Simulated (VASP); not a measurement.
Band structure of PtTe (relaxed from the CsCl type structure, space group Pm-3m). Computed with PBE GGA, VASP's PBE PAW potentials (set 64) (plane waves; VASP 6.6.1).

Unless said otherwise, spin-orbit coupling is left out, though it shifts the bands of the heavy elements here.

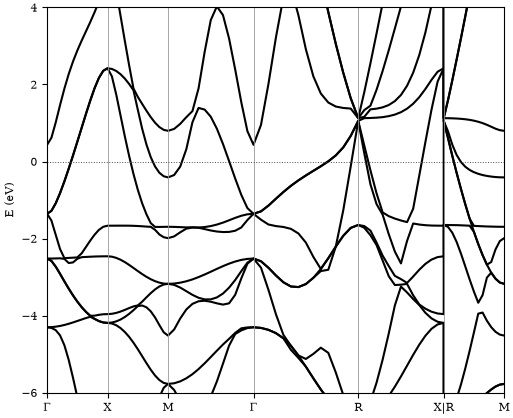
Bands along high-symmetry lines, zero at the valence-band maximum or, without a gap, the Fermi level

Problem. Read the plot: is there a gap, and where are the band edges?

Solution. It has no gap at this level: it comes out as a metal or semimetal. (Edges off the drawn lines would not show.)

The structure was generated: PtTe was put into the CsCl type type (Pm-3m), which need not be its known phase. It was relaxed first, which changed the volume by -10 %.
